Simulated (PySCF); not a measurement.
System: C8H10OSi (SMILES CC(=O)C#CC1=C[SiH2][C@H]1C).

```yaml
atoms:
  - { symbol: C, position_ang: [4.0851, -0.2459, -0.4451] }
  - { symbol: C, position_ang: [2.9720, -1.0390, 0.1987] }
  - { symbol: O, position_ang: [3.1433, -2.0659, 0.8140] }
  - { symbol: C, position_ang: [1.6815, -0.4476, 0.0085] }
  - { symbol: C, position_ang: [0.5857, 0.0452, -0.1477] }
  - { symbol: C, position_ang: [-0.6871, 0.5995, -0.2935] }
  - { symbol: C, position_ang: [-1.1421, 1.5230, -1.1660] }
  - { symbol: Si, position_ang: [-2.9052, 1.5028, -0.4905] }
  - { symbol: C, position_ang: [-1.8881, 0.2281, 0.5575] }
  - { symbol: C, position_ang: [-2.2563, -1.2456, 0.4728] }
  - { symbol: H, position_ang: [4.1201, 0.7495, -0.0054] }
  - { symbol: H, position_ang: [3.8861, -0.1355, -1.5096] }
  - { symbol: H, position_ang: [5.0370, -0.7487, -0.2950] }
  - { symbol: H, position_ang: [-0.5672, 2.0190, -1.9321] }
  - { symbol: H, position_ang: [-3.9415, 0.9218, -1.3396] }
  - { symbol: H, position_ang: [-3.3600, 2.7055, 0.2033] }
  - { symbol: H, position_ang: [-1.7229, 0.4930, 1.6048] }
  - { symbol: H, position_ang: [-3.1639, -1.4439, 1.0394] }
  - { symbol: H, position_ang: [-1.4562, -1.8667, 0.8752] }
  - { symbol: H, position_ang: [-2.4256, -1.5377, -0.5623] }
```

Geometry: GFN2-xTB.

The calculation used PySCF 2.14.0, PBE0/pcSseg-1, SCF density, gas phase, non-relativistic.

> What can the converged electron density and electron localisation function tell about the bonding?

C–O (1.21 Å): the density is about 3.3 e/Å³ at the midpoint; the ELF peaks at about 0.85 between the atoms: a short, multiple covalent bond.
C–C (1.21 Å): the density is about 2.7 e/Å³ at the midpoint; the ELF peaks at about 0.85 between the atoms (a short, multiple covalent bond).
C–H (1.09 Å): the density is about 2 e/Å³ at the midpoint; the ELF climbs to about 1 towards the hydrogen, as it does in any bond to H (an ordinary covalent bond to hydrogen).
C–C (1.40 Å): ρ is about 2 e/Å³ halfway; the ELF peaks at about 0.95 between the atoms; localised, covalent bonding.

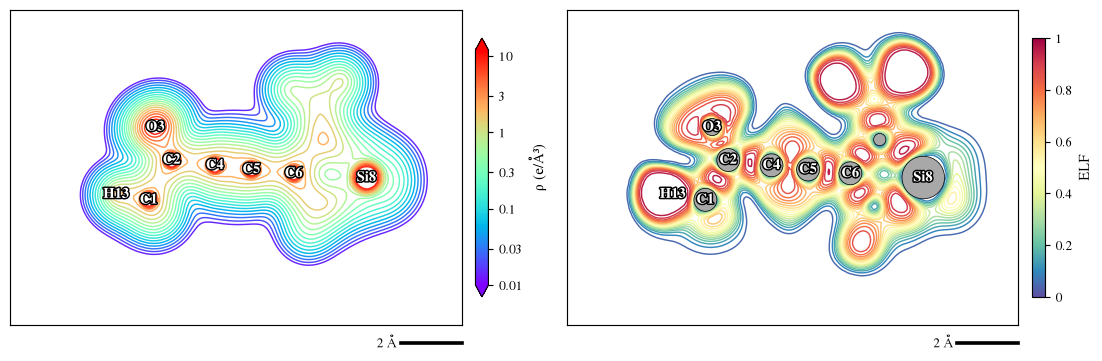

Computed electron density and electron localisation function on the plane of atoms C2, C1 and H13, in this order. Grey discs cover the atomic cores in the ELF map. 
